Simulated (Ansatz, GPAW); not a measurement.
# Work function of a 9-layer slab of Ni(100) at several levels, part 3 of 3

Wanted: work functions and dipole of a 9-layer slab of Ni(100), with the cost of each level.

GPAW 26.7.0 and Ansatz 0.2.0; Ansatz plane waves; slab in vacuum with a dipole correction, relaxation (the session's first sound run).

So far, upper work function (eV): step 2 (relaxing the atoms, PBE) 4.90; step 4 (self-consistent run: xc = "RPBE") 4.77; step 5 (self-consistent run: xc = "revPBE") 4.80; step 6 (OptPBE vdW: xc = "optPBE-vdW", GPAW, PAW setups, GPAW) 5.10; step 7 (self-consistent run: xc = "vdW-DF2", GPAW, PAW setups, GPAW) 5.29.

**8. Self-consistent run: xc = "LDA"**

Level of this step: GPAW, PAW setups; slab in vacuum (GPAW).

The same geometry under LDA, to see how far the functional moves the levels against the vacuum.

Contents of run.py:

```python
import json
import numpy as np
from ase import Atoms
from gpaw import GPAW, PW

slab = Atoms(
    ['Ni', 'Ni', 'Ni', 'Ni', 'Ni', 'Ni', 'Ni', 'Ni', 'Ni'],
    positions=[
        [0.00000, 0.00000, 8.00000],
        [1.24451, 1.24451, 9.76000],
        [0.00000, 0.00000, 11.52000],
        [1.24451, 1.24451, 13.28000],
        [0.00000, 0.00000, 15.04003],
        [1.24451, 1.24451, 16.79949],
        [-0.00000, 0.00000, 18.56064],
        [1.24451, 1.24451, 20.33500],
        [-0.00000, 0.00000, 22.02973]],
    cell=[[2.48902, 0.0, 0.0], [0.0, 2.48902, 0.0], [0.0, 0.0, 30.08]],
    pbc=[True, True, False],
    magmoms=[0.7, 0.7, 0.7, 0.7, 0.7, 0.7, 0.7, 0.7, 0.7])

slab.calc = GPAW(mode=PW(400), xc='LDA', kpts={'size': (13, 13, 1), 'gamma': True},
                 occupations={'name': 'fermi-dirac', 'width': 0.1}, nbands='160%',
                 convergence={'density': 1e-05}, maxiter=200,
                 poissonsolver={'dipolelayer': 'xy'},
                 symmetry={'tolerance': 1e-3}, txt='slab.txt')
result = {}
energy = slab.get_potential_energy()
fermi = slab.calc.get_fermi_level()
v = slab.calc.get_electrostatic_potential().mean((0, 1)) - fermi
n = slab.calc.get_pseudo_density().mean((0, 1))
L = slab.cell[2, 2]
z = np.arange(len(v)) * L / len(v)
low, high = slab.positions[:, 2].min(), slab.positions[:, 2].max()
below, above = np.interp([low - 5.8, high + 5.8], z, v)
slopes = [np.interp(x, z, np.gradient(v, z)) for x in (low - 5.8, high + 5.8)]
eps = np.array([[slab.calc.get_eigenvalues(k, s) for k in range(len(slab.calc.get_ibz_k_points()))]
                for s in range(slab.calc.get_number_of_spins())]) - fermi
top, bottom = eps[eps < 0].max(), eps[eps > 0].min()
dipole = slab.get_dipole_moment()[2]
print(f'energy {energy:.4f} eV, Fermi level {fermi:.4f} eV, dipole {dipole:.5f} e A')
print(f'potential 5.8 A off the faces, from the Fermi level: lower {below:.4f} eV, upper {above:.4f} eV')
print(f'slope of the potential there: lower {slopes[0]:.5f}, upper {slopes[1]:.5f} eV/A')
print(f'nearest levels on the mesh: {top:.4f} and {bottom:.4f} eV')
print('magnetic moment', round(slab.get_magnetic_moment(), 3))
result.update(energy=energy, fermi=fermi, dipole=dipole, below=below, above=above, slopes=slopes, edges=[top, bottom],
              z=z.tolist(), v=v.tolist(), n=n.tolist(), positions=slab.positions.tolist(),
              forces=slab.get_forces(apply_constraint=False).tolist(), moments=slab.get_magnetic_moments().tolist())
json.dump(result, open('result.json', 'w'))
```

Run with:

```
$ OMP_NUM_THREADS=1 OPENBLAS_NUM_THREADS=1 python run.py
```

Numbers of over 12 decimals in the logs are rounded to 6 here.

The program printed:

```text
energy -72.9408 eV, Fermi level 1.7891 eV, dipole 0.00018 e A
potential 5.8 A off the faces, from the Fermi level: lower 5.2949 eV, upper 5.2921 eV
slope of the potential there: lower 0.00003, upper 0.00000 eV/A
nearest levels on the mesh: -0.0019 and 0.0019 eV
magnetic moment 5.759
```

Run time: 29 min. Hardware: 1 thread of AMD EPYC 7R13 (Zen 3), shared host; peak memory 0.59 GiB.

This step gave:

```yaml
dipole_along_the_normal: 1.76e-4 e·Å
levels_nearest_the_fermi_level_on_the_mesh: -0.001937, 0.001870 eV from the Fermi level
upper_work_function: 5.292 eV
lower_work_function: 5.295 eV
sum_of_the_site_moments: 6.001 μB
```

The electrostatic potential energy of an electron (without an applied field's), less the Fermi level, planar mean oscillates, so the rows of the table below give means over windows of 1.72 Å about each position, cut where the curve ends. Its maxima inside the range that stand out by 2 % of the span (Å: eV): 8.9: -1.65, 10.6: -1.73, 12.4: -1.78, 14.2: -1.73, 15.9: -1.74, 17.7: -1.77, 19.4: -1.59, 21.2: -2.33. Its minima: 7.9: -15.2, 9.8: -15.5, 11.5: -15.4, 13.3: -15.4, 15.0: -15.5, 16.8: -15.4, 18.6: -15.4, 20.3: -15.5, 22.0: -15.4.

Table of electrostatic potential energy of an electron (without an applied field's), less the Fermi level, planar mean by z; means over each step:

```csv
z (Å),"electrostatic potential energy of an electron (without an applied field's), less the Fermi level, planar mean (eV)"
0.86,5.29
2.58,5.29
4.30,5.29
6.02,4.79
7.74,-7.06
9.46,-8.11
11.18,-8.13
12.90,-8.10
14.62,-8.08
16.34,-8.06
18.06,-8.02
19.78,-7.93
21.50,-8.42
23.22,1.52
24.94,5.25
26.66,5.29
28.38,5.29
```

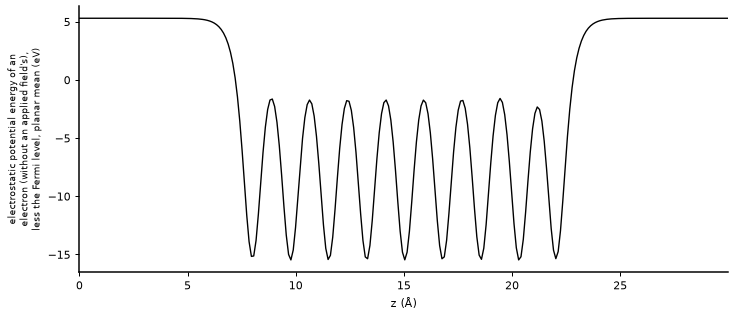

Electrostatic potential energy of an electron (without an applied field's), less the Fermi level, planar mean against z.

The upper face's work function is 5.292 eV, against 4.940 eV in the first plane-wave PBE run at this geometry.

**9. Cost and result by level**

Times are for 1 thread of AMD EPYC 7R13 (Zen 3), shared host. The series side by side:

```csv
no.,run,upper work function (eV),lower work function (eV),time,memory (GiB)
1,pw,4.940,4.943,30 min,0.59
2,RPBE,4.774,4.776,29 min,0.59
3,revPBE,4.797,4.799,35 min,0.59
4,optPBE vdW,5.104,5.105,32 min,0.71
5,vdW DF2,5.291,5.292,36 min,0.71
6,LDA,5.292,5.295,29 min,0.59
```

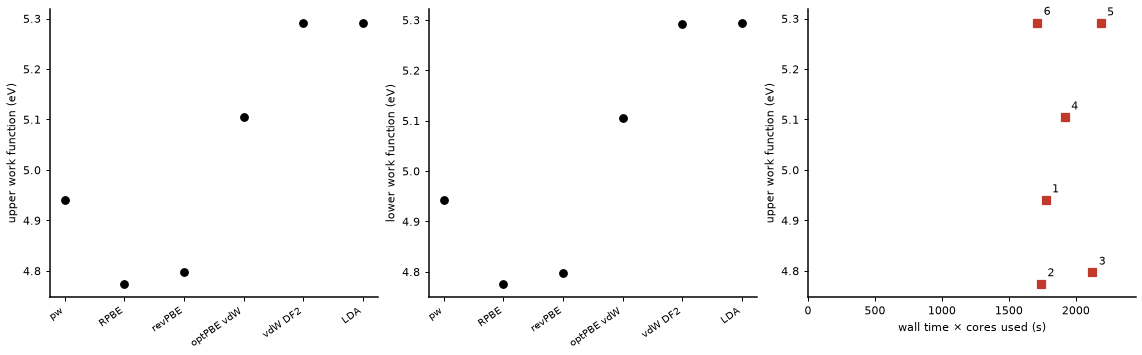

The series as plots; the last panel sets the first result against cost, with the runs numbered as in the table.

**10. Real-space grid**

A real-space grid is a second complete basis, so it checks the plane-wave result.

run.py, as its differences from that of step 8:

```diff
@@ -3,3 +3,3 @@
 from ase import Atoms
-from gpaw import GPAW, PW
+from gpaw import GPAW
 
@@ -21,3 +21,3 @@
 
-slab.calc = GPAW(mode=PW(400), xc='LDA', kpts={'size': (13, 13, 1), 'gamma': True},
+slab.calc = GPAW(mode='fd', h=0.18, xc='PBE', kpts={'size': (13, 13, 1), 'gamma': True},
                  occupations={'name': 'fermi-dirac', 'width': 0.1}, nbands='160%',
```

The program printed:

```text

```

Wall time 2.7 h (1 thread); peak memory 3 GiB.

The run was cut off at its time limit.

**11. A second plane-wave code**

A second program with its own datasets checks the number independently.

This step: Ansatz plane waves; slab in vacuum with a dipole correction (Ansatz 0.2.0).

Contents of input.yaml:

```yaml
crystal:
  lattice:
    - [2.4890158698, 0.0, 0.0]
    - [0.0, 2.4890158698, 0.0]
    - [0.0, 0.0, 30.08]
  atoms:
    - { symbol: Ni, position: [0.0, 0.0, 0.2659574468], spin: 0.7 }
    - { symbol: Ni, position: [0.5, 0.5, 0.3244680851], spin: 0.7 }
    - { symbol: Ni, position: [0.0, 0.0, 0.3829787234], spin: 0.7 }
    - { symbol: Ni, position: [0.5, 0.5, 0.4414893617], spin: 0.7 }
    - { symbol: Ni, position: [0.0, 0.0, 0.5000011031], spin: 0.7 }
    - { symbol: Ni, position: [0.5, 0.5, 0.5584935246], spin: 0.7 }
    - { symbol: Ni, position: [0.0, 0.0, 0.6170426058], spin: 0.7 }
    - { symbol: Ni, position: [0.5, 0.5, 0.6760305935], spin: 0.7 }
    - { symbol: Ni, position: [0.0, 0.0, 0.7323713625], spin: 0.7 }
magnetization:
  spin_polarized: true
kpoints:
  mp_grid: { grid: [13, 13, 1] }
hamiltonian:
  xc: pbe
scf:
  occupations: { method: fermi_dirac, width: 0.1 }
efield:
  axis: 3
  dipole_correction: true
  ramp_width: 0.05
output:
  forces: true
  write_potential: true
  write_density: true
  volumetric_format: npy
```

Run with:

```
$ ansatz run input.yaml --threads 4 --pin off --max-ram 8192MiB --backend cpu --events-out ev --progress --plain --runs-dir out
```

The program printed:

```text
[...]
Crystal: 9 atoms, lattice volume = 186.352 Å³
Basis set: ecut = 420 eV, 3613 PW (Γ), exchange–correlation on 36×36×432 points (8 copies of the dense FFT grid, shifted against one another)
Bands: 101, of which v1, the nominal top of the filled ones, is band 81 counted from 1 (80 counted from 0)
Symmetry: 8 space group operations
k-points: 28 of 169
[...]
Starting moments: Σ|m| = 6.3 μB on 9 of 9 sites
[...]
SCF iter   1: F=—  HF=-52548.143958 eV  |F-HF|=—  |Δ(HF+E_count)|=         —  Δρ=4.92e-2 (↑2.20e-2 ↓4.92e-2)  dr2=9.77e0  dr2_m=1.56e0  M=7.422 μB ∫|m|=7.800 μB  β_m=1.00  ethr=3.10e-3  p=0.000 e·Å  D=2.13e-6 V/Å  ΔV_dip=-0.00 eV  dr2_dipole=6.23e-4  V_vac-E_F(+/−)=7.26/7.26 eV  ⟨swp⟩=7.6  Hψ=24187  notcnv=0  defer=199
[...]
SCF iter  16: F=-52555.996146 eV  HF=-52555.996146 eV  |F-HF|=6.02e-8  |Δ(HF+E_count)|=   3.62e-9  Δρ=2.55e-6 (↑9.90e-7 ↓2.55e-6)  dr2=5.07e-8  dr2_m=1.80e-9  M=5.890 μB ∫|m|=6.696 μB  ethr=2.74e-11  p=0.000 e·Å  D=7.34e-5 V/Å  ΔV_dip=-0.00 eV  dr2_dipole=1.31e-8  V_vac-E_F(+/−)=4.90/4.90 eV  ⟨swp⟩=17.4  Hψ=49471  notcnv=0
SCF 1 converged in 16 iterations: F = -52555.996146 eV  dr2 = 5.07e-8
[...]
SCF converged after 16 iterations
Magnetization: 5.8904 μB (83.9452 up, 78.0548 down)
Absolute magnetization: 6.7024 μB (∫|ρ↑−ρ↓|, with the PAW one-centre terms)
[...]
Per-site moments (μB) at R_I (Å): [(0.766886, 1.026719), (0.686854, 1.026719), (0.675958, 1.026719), (0.659062, 1.026719), (0.665106, 1.026559), (0.659216, 1.026559), (0.673131, 1.026719), (0.688581, 1.007861), (0.762606, 1.007861)]
Free energy (F): -52555.996146 eV
[...]
Internal energy: -52555.506323 eV  (E = F + TS)
E sigma→0 (E₀):  -52555.751235 eV
Entropy (-TS):   -0.489823 eV (-54.425 meV/atom)
Fermi energy:    7.278036 eV
Dipole field:    D = -0.000086 V/Å  (p = -0.000088 e·Å, saw-weighted, corrected)
Work function:   Φ+ = 4.9005 eV   Φ− = 4.8979 eV
[...]
--- Forces (eV/Å), atoms counted from 1 ---
  atom   1  Ni    -0.00000000     0.00000000     0.31783569
  atom   2  Ni    -0.00000000     0.00000000    -0.35661083
  atom   3  Ni    -0.00000000     0.00000000     0.02513331
  atom   4  Ni     0.00000000     0.00000000     0.01422830
  atom   5  Ni    -0.00000000     0.00000000    -0.00189494
  atom   6  Ni     0.00000000     0.00000000     0.00271637
  atom   7  Ni     0.00000000     0.00000000     0.00067747
  atom   8  Ni     0.00000000     0.00000000    -0.01477633
  atom   9  Ni     0.00000000     0.00000000     0.01271742
  max |Σ_I F_I| component: 2.65e-5 eV/Å
--- Band table (eV; the first three rows and the last of 56) ---
  k-point 0 ↑: bands = [... 77 lower, 6.4130, 6.4568, 6.4568, 6.5389, 6.6306, 6.6607, 6.6607, 6.6871, ... 16 higher]
  k-point 1 ↑: bands = [... 77 lower, 6.3692, 6.3746, 6.4375, 6.4985, 6.5496, 6.5796, 6.6531, 6.6693, ... 16 higher]
  k-point 2 ↑: bands = [... 77 lower, 6.1732, 6.3414, 6.3522, 6.4873, 6.5245, 6.6255, 6.6920, 6.7111, ... 16 higher]
  k-point 27 ↓: bands = [... 77 lower, 7.6425, 7.6579, 7.8576, 7.8927, 9.6122, 10.2558, 10.5130, 11.1215, ... 16 higher]
```

It took 80 s on 4 threads; peak memory 1.3 GiB; 5.1 min of CPU time.

The column dr2 measures how far the density is from self-consistency, as an energy; F and HF (Harris–Foulkes) agree once it is small.

This step gave:

```
upper work function     : 4.901 eV
lower work function     : 4.898 eV
dipole along the normal : -8.84e-5 e·Å
dipole field            : -8.58e-5 V/Å
```

The electrostatic potential energy of an electron (with the applied field's), less the Fermi level, planar mean oscillates, so the rows of the table below give means over windows of 1.81 Å about each position, cut where the curve ends. Its maxima inside the range that stand out by 2 % of the span (Å: eV): 8.9: -2.43, 10.6: -2.69, 12.4: -2.48, 14.2: -2.60, 15.9: -2.61, 17.7: -2.46, 19.5: -2.46, 21.2: -3.31. Its minima: 7.9: -17.2, 9.7: -17.5, 11.6: -17.4, 13.2: -17.4, 15.0: -17.5, 16.9: -17.4, 18.5: -17.4, 20.3: -17.5, 22.0: -17.3.

Table of electrostatic potential energy of an electron (with the applied field's), less the Fermi level, planar mean by z; means over each step:

```csv
z (Å),"electrostatic potential energy of an electron (with the applied field's), less the Fermi level, planar mean (eV)"
0.91,4.90
2.71,4.90
4.52,4.89
6.33,3.63
8.14,-9.85
9.95,-10.2
11.76,-10.2
13.57,-10.3
15.38,-10.3
17.20,-10.3
19.00,-10.3
20.81,-10.9
22.62,-6.45
24.43,4.71
26.24,4.90
28.05,4.90
29.86,4.90
```

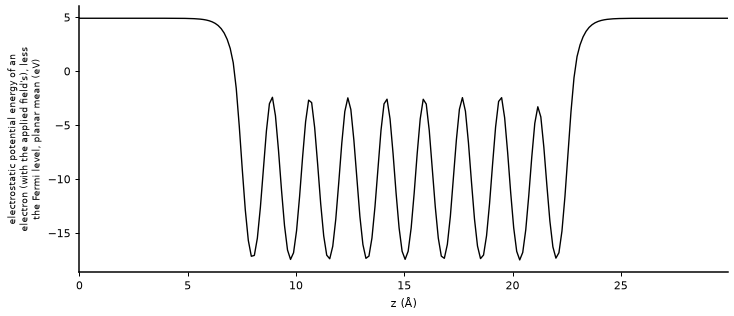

Electrostatic potential energy of an electron (with the applied field's), less the Fermi level, planar mean against z.

The valence density, planar mean (density) oscillates, so the rows of the table below give means over windows of 1.81 Å about each position, cut where the curve ends. Its maxima inside the range that stand out by 2 % of the span (Å: e/Å³): 7.9: 3.84, 9.7: 3.98, 11.6: 3.93, 13.2: 3.90, 15.0: 3.98, 16.9: 3.90, 18.5: 3.93, 20.3: 3.98, 22.0: 3.94. Its minima: 8.9: 0.366, 10.6: 0.371, 12.4: 0.363, 14.2: 0.368, 15.9: 0.368, 17.7: 0.363, 19.5: 0.361, 21.2: 0.404.

The valence density, planar mean by z; means over each step:

```csv
z (Å),density (e/Å³),rho spin (e/Å³)
2.71,4.2e-6,-6.5e-7
4.52,4.4e-4,-3.9e-5
6.33,0.0475,-8.7e-5
8.14,1.60,0.0647
9.95,1.62,0.0580
11.76,1.62,0.0571
13.57,1.62,0.0558
15.38,1.63,0.0565
17.20,1.63,0.0564
19.00,1.63,0.0575
20.81,1.71,0.0622
22.62,1.34,0.0578
24.43,0.00672,-3.4e-4
26.24,6.6e-5,-7.9e-6
```

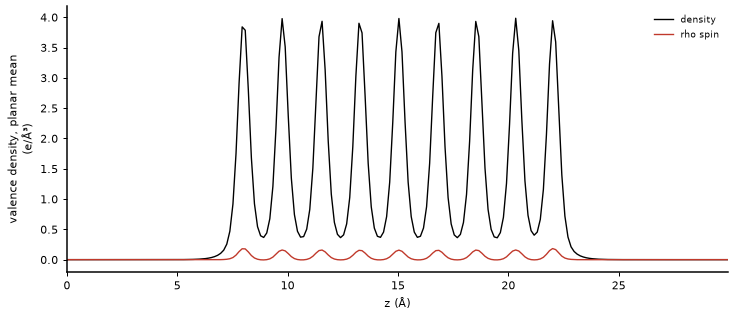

Valence density, planar mean, plotted against z.

Force by atom:

```csv
atom,x (eV/Å),y (eV/Å),z (eV/Å),size
Ni1,0.000,0.000,0.318,0.318
Ni2,0.000,0.000,-0.357,0.357
Ni3,0.000,0.000,0.025,0.025
Ni4,0.000,0.000,0.014,0.014
Ni5,0.000,0.000,-0.002,0.002
Ni6,0.000,0.000,0.003,0.003
Ni7,0.000,0.000,0.001,0.001
Ni8,0.000,0.000,-0.015,0.015
Ni9,0.000,0.000,0.013,0.013
```

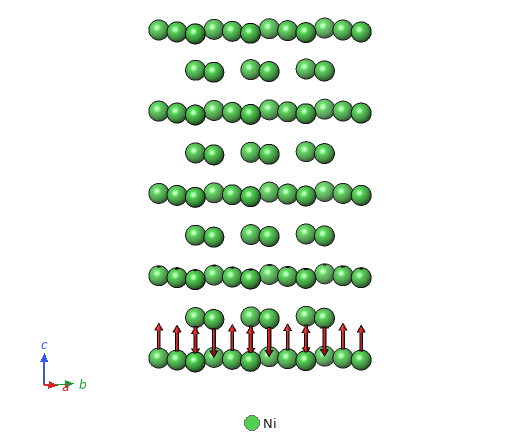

Force as arrows, the longest 0.357 eV/Å. 2×3×1 cells are drawn. Some periodic images of atoms are drawn too.

The upper face's work function is 4.901 eV, against 4.940 eV in the first plane-wave PBE run at this geometry.

**12. Side by side**

Results and costs are gathered.

This step: comparison of work functions, dipole and cost (GPAW 26.7.0).

Ladder, by row:

```csv
step,code,"work function, upper (eV)","work function, lower (eV)",dipole (e Å),wall time (s),peak memory (GiB),threads
pw,GPAW,4.94,4.943,1.60e-4,1776,0.59,1
RPBE,GPAW,4.774,4.776,1.37e-4,1741,0.59,1
revPBE,GPAW,4.797,4.799,1.27e-4,2124,0.59,1
optPBE-vdW,GPAW,5.104,5.105,1.05e-4,1919,0.71,1
vdW-DF2,GPAW,5.291,5.292,1.25e-4,2187,0.71,1
LDA,GPAW,5.292,5.295,1.76e-4,1713,0.59,1
ansatz,Ansatz,4.901,4.898,-8.84e-5,79.87,1.276,4
```

**13. Outcome**

| Item | Value |
| --- | --- |
| work function, both faces | 4.94 eV |
| dipole along the normal | 1.6e-4 e Å, near the numerical noise |

**Reading.** With plane waves and PBE the work function is 4.94 eV on the upper face and 4.94 eV on the lower. The measured value for this face is 5.17 eV (as compiled in "Anisotropic work function of elemental crystals", 2019, arxiv:1902.07811); the relaxed upper face lies 0.23 eV under it with PBE, and optPBE-vdW comes nearest (5.10 eV). Measured work functions scatter by a tenth of an eV or more between methods. Over the sound runs of the table the upper face's work function spans 4.774 (RPBE) to 5.292 eV (LDA). The two plane-wave codes differ by 0.040 eV on the upper face. One magnetic start was tried; another order may lie lower. The in-plane lattice was kept as typed, which isn't the functional's own and leaves some strain; spin-orbit coupling and temperature are left out.

[Logs are printed without paths, hosts, clocks, repeated set-up lines and the standing remarks that a program may print on its own settings, such as how far it seeks lower states.]

[Hosts, paths, dates, database ids (printed as entryN), source tags and the programs' standing remarks are cut or masked in the printed files.]
